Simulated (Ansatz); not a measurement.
AlH₇N₂Si···H₂

Input file:

```
crystal:
  periodic: [false, false, false]
  atoms:
    - {symbol: Al, position_ang: [-0.077982, 0.750228, -0.035864]}
    - {symbol: H, position_ang: [1.275706, -1.812869, 1.548299]}
    - {symbol: N, position_ang: [0.766864, 2.063604, -0.869731]}
    - {symbol: N, position_ang: [-0.218747, 0.777954, 1.730228]}
    - {symbol: H, position_ang: [1.456633, -2.494978, 1.300967]}
    - {symbol: Si, position_ang: [-1.017265, -1.131623, -1.282082]}
    - {symbol: H, position_ang: [0.891773, 2.104373, -1.867800]}
    - {symbol: H, position_ang: [1.188754, 2.869164, -0.437064]}
    - {symbol: H, position_ang: [-0.720030, 0.081609, 2.257239]}
    - {symbol: H, position_ang: [0.138477, 1.487679, 2.348977]}
    - {symbol: H, position_ang: [-1.908830, -0.693314, -2.395376]}
    - {symbol: H, position_ang: [0.049030, -1.975964, -1.895967]}
    - {symbol: H, position_ang: [-1.824282, -2.025860, -0.401824]}
basis:
  gaussian: {orbitals: def2-TZVPP}
hamiltonian: {xc: pbe0, dispersion: d4}
output: {orbitals: {seedname: orbitals}}
```

Command:

```sh
ansatz run in.yaml --threads 4 --pin off --events-out ev --progress --plain --max-ram 9574MiB
```

The product side of a reaction path; geometry: PBE0-D4/def2-TZVP.

Theory: RKS PBE0-D4/def2-TZVPP in Ansatz.

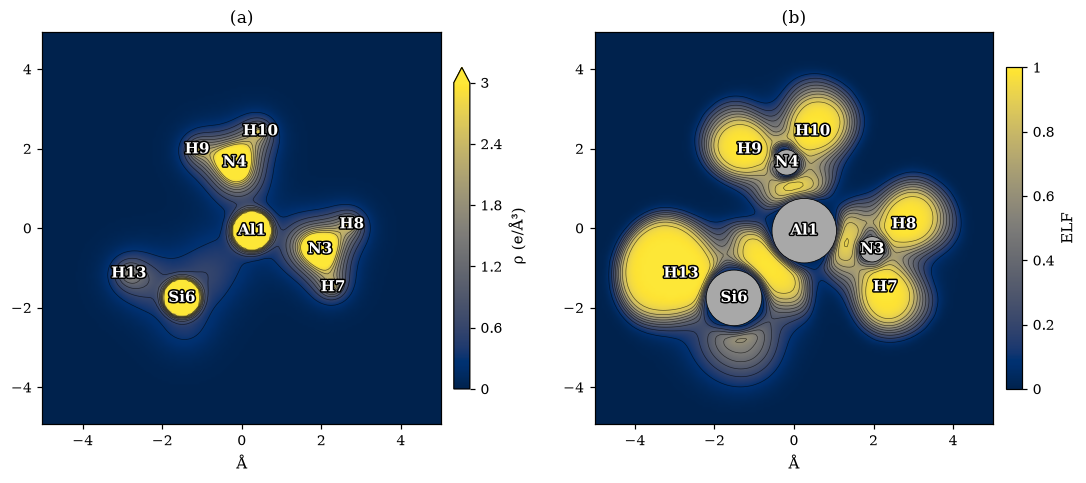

Figure 1. (a) total electron density; (b) electron localisation function on the plane of atoms Al1, N4 and H10. Grey discs cover the atomic cores in the ELF map.

**What do the fields say about this system?**

The section cuts through Al, N, Si and H sites.
Al1···H13 (3.30 Å): the density falls to about 0.28 e/Å³ on the way; the ELF climbs to about 1 towards the hydrogen; a weak contact between the two molecules.
Al–N (1.77 Å): ρ is about 0.86 e/Å³ halfway; the ELF peaks at about 0.90 in the valence shell of N, 0.7 Å from its nucleus, and is about 0.65 at the midpoint.
Al–Si (2.44 Å): ρ at the midpoint is about 0.51 e/Å³; the ELF peaks at about 1 between the atoms, as expected for a covalent bond.
N–H (1.01 Å): the density is about 2.9 e/Å³ at the midpoint; the ELF climbs to about 1 towards the hydrogen: a covalent bond by its length.
Si–H (1.49 Å): ρ at the midpoint is about 0.78 e/Å³; the ELF climbs to about 1 towards the hydrogen.

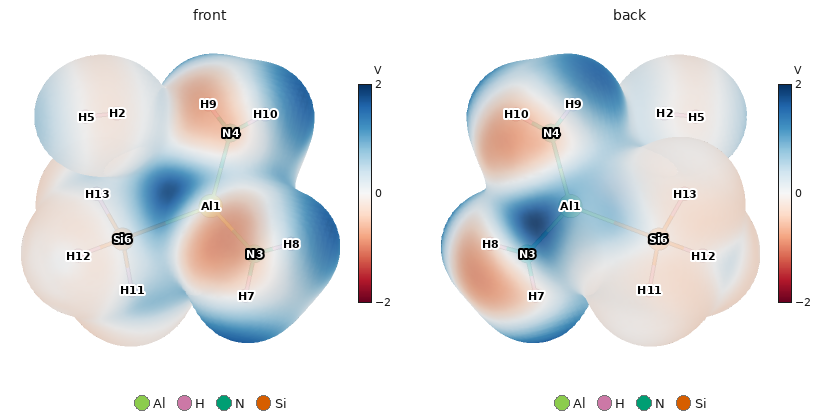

Figure 2. The molecular electrostatic potential painted on the density surface at 0.002 e/bohr³, seen from the front and from behind; red is negative and blue positive.

**Describe the electrostatic potential map.**

The most negative region (about −0.9 V) lies over N3 and N4, the most positive (about +1.7 V) over Al1, H8 and H10.

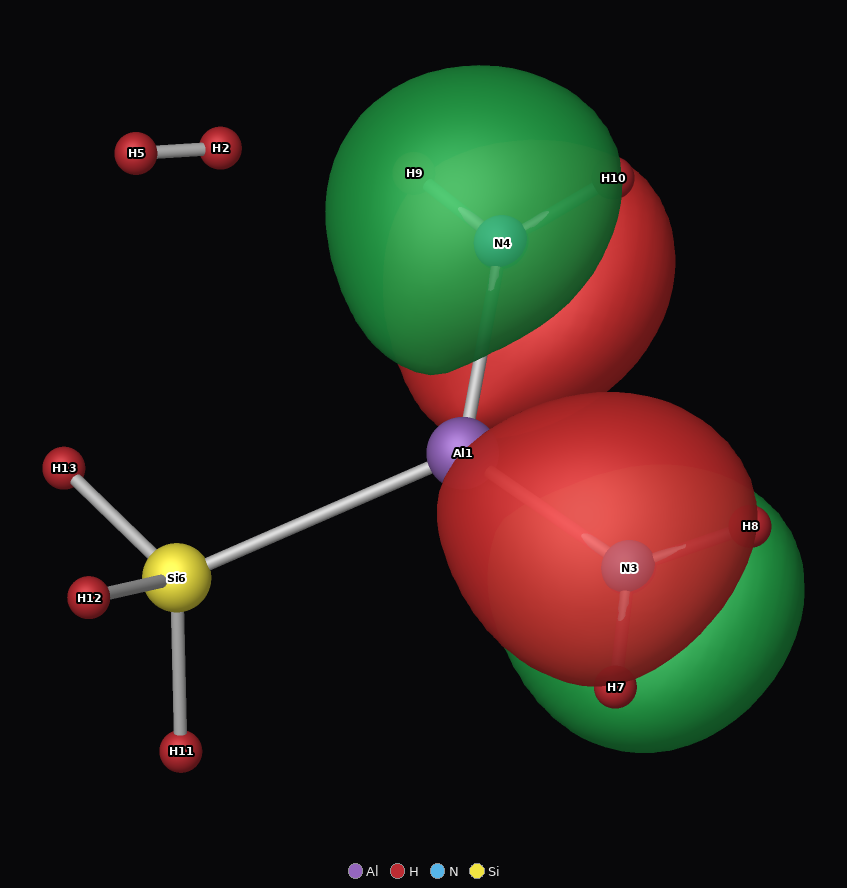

Figure 3. The HOMO at ±0.08 Å⁻³ᐟ² (green and red are the two phases), seen across its widest extent.

**Where does this orbital lie, and at what energy?**

By Hirshfeld shares it lies mainly on N3 (about 40 %) and N4 (about 35 %); largely a combination of lone pairs on N3 and N4. Its energy is −7.05 eV.

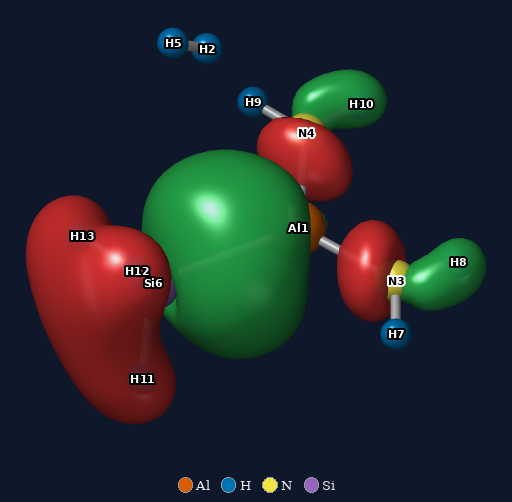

Figure 4. The HOMO−1 at ±0.08 Å⁻³ᐟ² (green and red are the two phases), seen at a tilt.

**What is the character of this orbital?**

It lies mainly on Si6 (about 45 %) and Al1 (about 30 %). Its energy is −7.62 eV.
